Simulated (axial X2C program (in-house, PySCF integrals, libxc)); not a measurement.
# ZrC: properties at the nuclei

Aim: properties at the nuclei of ZrC, with spin–orbit coupling in the Hamiltonian from the start.

Program: an in-house X2C program for linear molecules on PySCF integrals. Level of theory: two-component X2C with atomic mean-field terms, Zr dyall-acv3z, C dyall-av3z. These are calculated values, not measurements.

### Step 1. Input

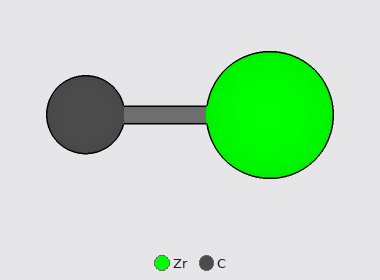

The two atoms at 1.940 Å (zirconium green, carbon dark grey).

The input, task.json:

```json
{"zs": [40, 6], "q": 0, "bas": ["dyall-acv3z", "dyall-av3z"], "r0": 1.94, "levels": ["PBE0", "HF", "B3LYP"], "nst": 1, "ff": 1, "thr": -3.5, "nmax": 130, "opt": {"ecut": 60}}
```

Keys: zs atomic numbers; q charge; bas basis sets; r0 starting distance in Å; levels methods (HF also brings MP2); nst determinants followed; ff finite-field run; thr threshold in hartree for freezing inner shells (an s shell follows its p shell); nmax most natural virtual spinors; ecut virtual cutoff in hartree.

The run is started by

```sh
$ python soeom.py task.json out
```

Nuclei are Gaussian, cores are contracted, and the Gaunt term is on.

### Step 2. Expectation values, lowest determinant

R = 1.775 Å. State: Ω = 1 (excess of +ω over −ω: 2 × ω = 1/2).

Output of the PBE0 run:

```text
two-component X2C + atomic mean field  PBE0
basis functions 228  fitting functions 1059  grid points 5076
iter        total energy     max residual
   1      -3634.585976895     2.45e-06
   2      -3634.585976896     3.49e-06
converged
one-electron -5157.65074059  Coulomb 1573.19153358  exact exchange -29.51926223  xc functional -90.55917087  nuclear repulsion 71.55072148  atomic mean-field constant -1.59905827
```

The highest occupied spinor is 56% Zr s, 15% C p, 12% Zr p.

| level | Eeff magnitude (GV/cm) | Ws magnitude Zr (kHz) | A∥/gI Zr (MHz) | qzz Zr (a.u.) | A∥/gI C (MHz) | qzz C (a.u.) | μ (D) |
| --- | --- | --- | --- | --- | --- | --- | --- |
| PBE0 | 2.58 | 1.12 | 1880 | -2.70 | 93.4 | 0.35 | -3.79 |
| HF | 3.48 | 1.52 | 1510 | -2.57 | 109 | 0.18 | -3.82 |
| B3LYP | 2.57 | 1.11 | 1970 | -2.85 | 101 | 0.36 | -3.87 |

Eeff is the effective electric field on the electron dipole moment in this Ω state and Ws the scalar–pseudoscalar constant (defined with the proton number Z and per Ω); A∥ is the parallel hyperfine constant, which follows by multiplying with the nuclear g factor gI = μI/(I μN); qzz is the electric field gradient, eQq0 = 234.96 MHz × Q/barn × qzz; μ is positive if C is the positive end. The operators were transformed with the bare-nucleus X2C matrices.

### Step 3. Finite-field coupled cluster

Output:

```text
two-component X2C + atomic mean field  HF
basis functions 228  fitting functions 1059  grid points 5076
iter        total energy     max residual
   1      -3632.584592723     2.70e-01
   2      -3632.606829548     7.52e-03
   3      -3632.607489566     9.31e-03
   4      -3632.609333628     2.02e-03
   5      -3632.609621628     1.24e-03
   6      -3632.609748751     9.13e-04
   7      -3632.609813873     5.61e-04
   8      -3632.609842998     4.06e-04
   9      -3632.609863540     3.91e-04
  10      -3632.609878527     4.01e-04
  11      -3632.609871451     4.07e-04
  12      -3632.609811605     3.45e-04
  13      -3632.609728932     2.75e-04
  14      -3632.609654139     1.62e-04
  15      -3632.609620213     1.17e-04
  16      -3632.609611385     7.72e-05
  17      -3632.609598224     1.13e-04
  18      -3632.609568441     2.40e-04
  19      -3632.609600683     8.93e-05
  20      -3632.609610959     1.19e-04
  21      -3632.609637689     2.09e-04
  22      -3632.609632360     1.89e-04
  23      -3632.584592723     4.02e-01
  24      -3632.606821418     9.58e-03
  25      -3632.608088234     5.69e-02
  26      -3632.609492736     9.61e-03
  27      -3632.609715452     3.03e-03
  28      -3632.609815466     3.70e-03
  29      -3632.609839429     1.13e-03
  30      -3632.609861253     1.26e-03
  31      -3632.609890478     2.98e-03
  32      -3632.609962785     4.87e-03
  33      -3632.610182490     8.85e-03
  34      -3632.610288963     9.77e-03
  35      -3632.610603038     7.90e-03
  36      -3632.611068330     1.61e-03
  37      -3632.611190681     1.56e-03
  38      -3632.611209307     9.46e-04
  39      -3632.611222090     2.88e-04
  40      -3632.611228453     4.67e-04
  41      -3632.611232229     4.17e-04
  42      -3632.611234009     1.48e-04
  43      -3632.611235012     8.86e-05
  44      -3632.611235461     1.27e-04
  45      -3632.611235626     6.42e-05
  46      -3632.611235672     1.95e-05
  47      -3632.611235684     1.15e-05
  48      -3632.611235687     7.54e-06
  49      -3632.611235687     1.84e-06
converged
one-electron -5156.05779125  Coulomb 1571.64868677  exact exchange -118.15379442  xc functional 0.00000000  nuclear repulsion 71.55072148  atomic mean-field constant -1.59905827
correlated 16  virtual 384  natural virtual 130  E(MP2) -0.503577269  MP2 remainder -0.015391431
iter   CCSD correlation   residual
   1     -0.467707773   2.19e-01
   2     -0.485923750   1.15e-01
   3     -0.493606936   5.26e-02
   4     -0.496140150   3.11e-02
   5     -0.497930574   1.80e-02
   6     -0.498331527   7.10e-03
   7     -0.498524677   2.96e-03
   8     -0.498573101   1.17e-03
   9     -0.498543989   5.97e-04
  10     -0.498556571   3.32e-04
  11     -0.498546855   1.98e-04
  12     -0.498549894   1.36e-04
  13     -0.498549023   1.02e-04
  14     -0.498547795   7.04e-05
  15     -0.498548399   3.52e-05
  16     -0.498548397   1.78e-05
(T) -0.029411701  T1 0.0762  D1 0.1618  max T2 0.071
```

T1 in the output is the amplitude norm over the root of the electron number; divide by √2 for the Lee–Taylor value.

16 electrons correlated in 130 natural virtual spinors, MP2 remainder added; T1 = 0.054.

| level | Eeff magnitude (GV/cm) | Ws magnitude Zr (kHz) | A∥/gI Zr (MHz) | qzz Zr (a.u.) | A∥/gI C (MHz) | μ (D) |
| --- | --- | --- | --- | --- | --- | --- |
| HF | 3.48 | 1.52 | 1510 | -2.57 | 109 | -3.82 |
| MP2 | 4.03 | 1.73 | 1640 | -1.28 | 37 | -5.82 |
| CCSD | 2.89 | 1.24 | 1770 | -2.60 | 89.9 | -3.96 |
| CCSD(T) | 2.75 | 1.18 | 1790 | -2.60 | 94.1 | -3.94 |

### Step 4. Summary of results

| quantity | value |
| --- | --- |
| lowest determinant | Ω = 1 (excess of +ω over −ω: 2 × ω = 1/2) |
| Eeff magnitude (GV/cm), PBE0 | 2.58 |
| Ws magnitude Zr (kHz), PBE0 | 1.12 |
| A∥/gI Zr (MHz), PBE0 | 1880 |
| qzz Zr (a.u.), PBE0 | -2.70 |
| Eeff magnitude (GV/cm), CCSD(T) | 2.75 |
| Ws magnitude Zr (kHz), CCSD(T) | 1.18 |
| A∥/gI Zr (MHz), CCSD(T) | 1790 |
| qzz Zr (a.u.), CCSD(T) | -2.60 |

In words: In the first state, the effective field runs from 2.57 to 3.48 GV/cm over the mean-field levels. The expectation values come from single determinants, which for open shells can mix terms of unlike spin or miss the lowest Ω, so a determinant need not be a state. Eeff is the effective electric field on the electron dipole moment in this Ω state and Ws the scalar–pseudoscalar constant (defined with the proton number Z and per Ω); A∥ is the parallel hyperfine constant, which follows by multiplying with the nuclear g factor gI = μI/(I μN); qzz is the electric field gradient, eQq0 = 234.96 MHz × Q/barn × qzz; μ is positive if C is the positive end. The operators were transformed with the bare-nucleus X2C matrices. Correlation of the inner shells is missing, which matters for properties at the nucleus.
